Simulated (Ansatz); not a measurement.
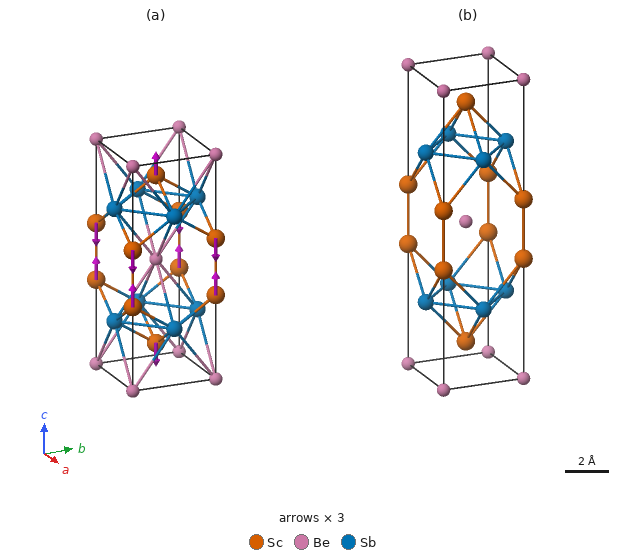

The structure of a crystal of Sc2BeSb2 (built on the ThCr2Si2 type) (coarse preliminary run) before (left) and after (right) a relaxation, at one scale. The purple arrows give the displacements (the part carried along by the change of the cell is left out), magnified 3 times.

A ball-and-stick model of the conventional cell (2 times the calculation's cell), seen slightly off an axis. Lengths and directions refer to the drawn axes.

Case: ThCr2Si2 type (I4/mmm, No. 139).

These are results of Ansatz 0.2.0, DFT PBE, scalar-relativistic, plane waves, PAW, not measurements.

Input
```yaml
crystal:
  lattice:
    - [-2.1191158015, 2.1191158015, 5.5600563109]
    - [2.1191158015, -2.1191158015, 5.5600563109]
    - [2.1191158015, 2.1191158015, -5.5600563109]
  atoms:
    - { symbol: Sc, position: [0.626, 0.626, 0.0] }
    - { symbol: Sc, position: [0.374, 0.374, 0.0] }
    - { symbol: Be, position: [0.0, 0.0, 0.0] }
    - { symbol: Sb, position: [0.25, 0.75, 0.5] }
    - { symbol: Sb, position: [0.75, 0.25, 0.5] }
basis:
  ecutwfc: 420
kpoints:
  mp_grid: { grid: [6, 6, 6] }
hamiltonian:
  xc: pbe
scf:
  occupations: { method: gaussian, width: 0.1 }
  lower_state_search: "off"
output:
  forces: true
  stress: true
  eigenvalues: true
relax:
  adjacent_minimum: "off"
  f_tol: 0.04
  max_steps: 70
  cell: { stress_tol: 0.4 }
```

Launched with:
```bash
ansatz run input.yaml --threads 1 --pin off --max-ram 2560MiB --backend cpu --events-out ev --progress --plain --runs-dir out
```

Summarise the run.

The energy falls by 984 meV per atom in 10 accepted moves (12 points after the start). Largest force component: 5.8 eV/Å at the start, 0.011 eV/Å at the end. Pressure: 33.45 GPa at the start and 0.16 GPa at the end. At 2 points the geometry stayed and the basis and grid were re-selected for the new cell (energy shift of 28.4 meV per atom at most each time). The largest moves relative to the cell, 0.39 Å, are those of Sc1 and Sc2. Sc1 goes along −c. Sb and Be stay in place. Cell: a = b 4.238 → 4.089 Å (−3.5 %), c 11.120 → 14.806 Å (+33.1 %). Volume +23.9 %. Among the contacts that change: Be3–Sb4 3.496 → 4.228 Å, Sc1–Sb4 2.528 → 3.024 Å, Sc1–Sc2 2.802 → 2.945 Å, Sb4–Sb5 2.997 → 2.891 Å. Bond angles that change, for instance: Sb4–Sc1–Sb4 113.9° → 85.1°, Sb4–Sc1–Sb5 72.7° → 57.1°, Sc2–Sc1–Sb4 123.1° → 137.5°. The space group stays I4/mmm (No. 139). Cost: 95 s on 1 thread of Arm Neoverse V1 (shared host), peak memory 0.45 GiB.
